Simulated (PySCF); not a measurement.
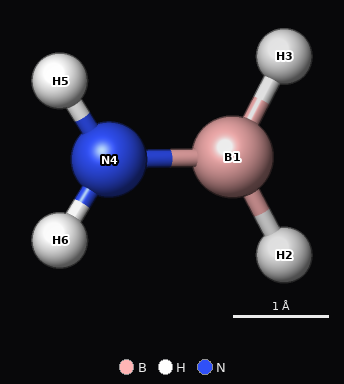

**Figure 1.** The input geometry of run 1 (ball-and-stick view, seen at an oblique angle; atoms are numbered from 1 in the order of the input). Bond lengths as drawn: B–H 1.20 Å, B–N 1.38 Å and H–N 1.01 Å.

# What a change does: single-point calculation on BNH4

System: BNH4.
Method of run 1: RKS PBE-D4/def2-TZVPP, density fitting (PySCF 2.14.0).

The geometry comes from this level: PBE0-D4/def2-TZVP. Text and figures count atoms from 1; the logs count them from 0 in places.

**Input file, run 1**
```python
import json, numpy as np
from pyscf import gto, scf, dft, mp, cc
EV, BOHR = 27.211386245988, 0.529177210903
mol = gto.M(atom="""
B -1.243461 -0.994089 -0.078489
H -0.619630 -1.648183 -0.863306
H -1.935292 -0.079977 -0.422950
N -1.162126 -1.304186 1.268814
H -1.658601 -0.797657 1.982030
H -0.601222 -2.057854 1.628153
""", basis="def2-tzvpp", charge=0, spin=0, max_memory=8670, verbose=0)
def mean_field(mol, dm=None):
    mf = dft.RKS(mol, xc="pbe").density_fit()
    mf.conv_tol = 1e-9; mf.grids.level = 4
    mf.kernel(dm0=dm)
    if not mf.converged: mf = mf.newton().run(mf.mo_coeff, mf.mo_occ)
    assert mf.converged
    return mf
def d4(mol):
    from pyscf.dispersion.dftd4 import DFTD4Dispersion
    real = gto.M(atom=[(mol.atom_pure_symbol(i), mol.atom_coord(i)) for i in range(6)], unit='B', charge=mol.charge, spin=None, basis='def2-svp', verbose=0)
    r = DFTD4Dispersion(real, xc="pbe", atm=True).get_dispersion(grad=True); return r["energy"], r["gradient"]
def energy_and_gradient(mol, dm=None):
    mf = mean_field(mol, dm); e, g = d4(mol)
    return mf, (mf.e_tot + e) * EV, (mf.nuc_grad_method().kernel()[:6] + g) * EV / BOHR
out = {}
mf = mean_field(mol); e = d4(mol)[0]
out.update(energy=(mf.e_tot + e) * EV, converged=True, dispersion=e * EV)
out['s2'] = mf.spin_square()[0]; out['nelec'] = mol.nelec
print(f"Total energy {out['energy']:.6f} eV, <S^2> {out['s2']:.4f}")
json.dump(out, open("out.json", "w"), default=float)
```

Command:
```bash
OMP_NUM_THREADS=4 python run.py
```

Hardware: 4 threads of Arm Neoverse V1, 23 GiB of memory available, shared host.

**Output (run 1)**
```
Total energy -2230.062718 eV, <S^2> 0.0000
```

For run 2 the input was changed thus:
```diff
-    mf = dft.RKS(mol, xc="pbe").density_fit()
+    mf = dft.RKS(mol, xc="pbe0").density_fit()
-    r = DFTD4Dispersion(real, xc="pbe", atm=True).get_dispersion(grad=True); return r["energy"], r["gradient"]
+    r = DFTD4Dispersion(real, xc="pbe0", atm=True).get_dispersion(grad=True); return r["energy"], r["gradient"]
```

How does run 2 compare with run 1?

The total energies belong to different models, so their difference says nothing on which is more stable or more accurate. The functional changes from PBE to PBE0.

**Output (run 2)**
```
Total energy -2230.419078 eV, <S^2> 0.0000
```

**The two runs side by side**

```csv
quantity,run 1,run 2
outcome,converged,converged
total energy (hartree),−81.953293,−81.966389
basis functions,118,118
wall time (shared host),3 s,2.8 s
```
